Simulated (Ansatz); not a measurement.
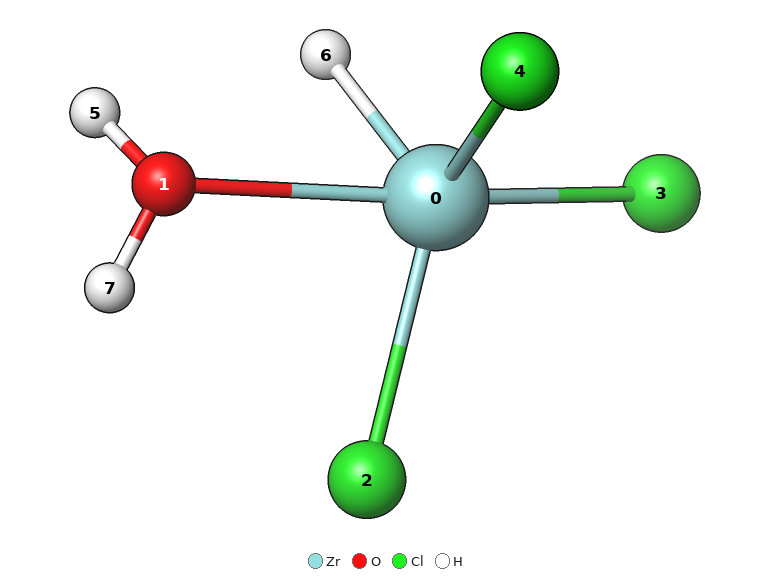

The picture shows the input geometry. Atoms are numbered from 0, in the order of the input.

Input file:

```yaml
crystal:
  periodic: [false, false, false]
  atoms:
    - {symbol: Zr, position_ang: [-0.592923, 0.205819, -0.559213]}
    - {symbol: O, position_ang: [1.212606, -0.123528, 0.882610]}
    - {symbol: Cl, position_ang: [0.242411, -1.869938, -1.356046]}
    - {symbol: Cl, position_ang: [-2.784377, 0.206360, -1.341478]}
    - {symbol: Cl, position_ang: [0.375551, 2.173296, -1.353064]}
    - {symbol: H, position_ang: [1.008577, -0.054669, 1.820089]}
    - {symbol: H, position_ang: [-1.183510, 0.390798, 1.175423]}
    - {symbol: H, position_ang: [1.721663, -0.928138, 0.731679]}
basis:
  gaussian: {orbitals: def2-TZVPP}
hamiltonian: {xc: {name: B97M-V}}
```

It was started with:

```sh
ansatz run in.yaml --threads 8 --pin off --events-out ev --progress --plain --max-ram 19148MiB
```

What the program printed:

```
Functional definition: B97M-V
  name "B97M-V"
  cite "Mardirossian & Head-Gordon, J. Chem. Phys. 142, 074111 (2015) doi:10.1063/1.4907719"
  cite "Becke, J. Chem. Phys. 107, 8554 (1997) doi:10.1063/1.475007"
  cite "Vydrov & Van Voorhis, J. Chem. Phys. 133, 244103 (2010) doi:10.1063/1.3521275"
  # Of w^i u^j: cxij and so on, Table III.
  parameter cx00 = 1.000
  parameter cx01 = 1.308
  parameter cx02 = 1.901
  parameter cx10 = 0.416
  parameter cx11 = 3.070
  parameter css00 = 1.000
  parameter css02 = -1.855
  parameter css10 = -5.668
  parameter css32 = -20.497
  parameter css42 = -20.364
  parameter cos00 = 1.000
  parameter cos01 = 1.573
  parameter cos03 = -6.298
  parameter cos10 = 2.535
  parameter cos32 = -6.427
  parameter b = 6.0
  parameter c = 0.01
  gx(w, u) = cx00 + cx01*u + cx02*u^2 + (cx10 + cx11*u)*w
  gss(w, u) = css00 + css02*u^2 + css10*w + (css32*w^3 + css42*w^4)*u^2
  gos(w, u) = cos00 + cos01*u + cos03*u^3 + cos10*w + cos32*w^3*u^2
  exchange = spin_sum(e_x_unif_s*gx(b97_w, b97_u_x))
  correlation = spin_sum(e_c_pw_mod_same_spin*gss(b97_w, b97_u_same))
      + integral(e_c_pw_mod_opposite_spin*gos(b97_w_opposite, b97_u_opposite)) + vv10(b, c)
1522 factors; their error is unknown
mean field evaluation 1: about -40938.5128 eV, gradient 5.4e1 eV
mean field evaluation 2: about -40927.9296 eV, gradient 9.2e1 eV
mean field evaluation 4: about -40943.6856 eV, gradient 8.4e0 eV
mean field evaluation 8: about -40943.8757 eV, gradient 2.4e-1 eV
mean field evaluation 16: about -40943.8495 eV, gradient 9.8e-4 eV
mean field -40943.84947128 eV, -1504.6587153316 hartree, gradient 4.2e-5 eV, S^2 0.000000; 0 other end points of the search recorded, 0 dependent functions left out
reference -40943.84956935 eV, -1504.6587189355 hartree; 37, 37 occupied and 218, 218 virtual orbitals, 1522 factors
Total energy: -40943.84956935 eV, -1504.6587189355 hartree
```
